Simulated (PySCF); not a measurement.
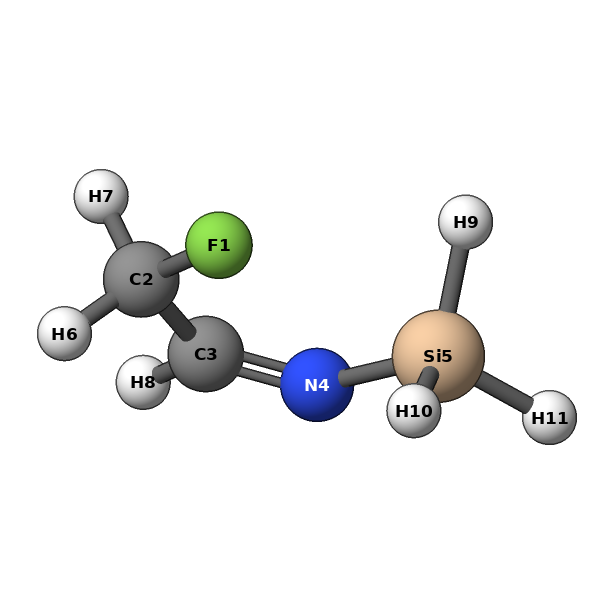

The questions are on isotropic NMR shieldings of the H atoms. The geometry was computed by an optimisation with PBE0-D3(BJ)/def2-SVP. No frequency run is at hand to confirm it as a minimum. Properties computed with GIAO KT3/pcSseg-2 NMR shielding, non-relativistic, gas phase (PySCF 2.14.0).

Which H atom is the most shielded (lowest chemical shift)?

Answer. H11 (26.45 ppm).

Which H atom is the least shielded (highest chemical shift)?

Answer. H8 (22.75 ppm).

How wide is the range of H shifts?

Answer. 3.70 ppm.

Give the isotropic NMR shieldings of the H atoms atom by atom.

```tsv
atom	σ (ppm)
H6	26.31
H7	26.32
H8	22.75
H9	26.26
H10	26.26
H11	26.45
```
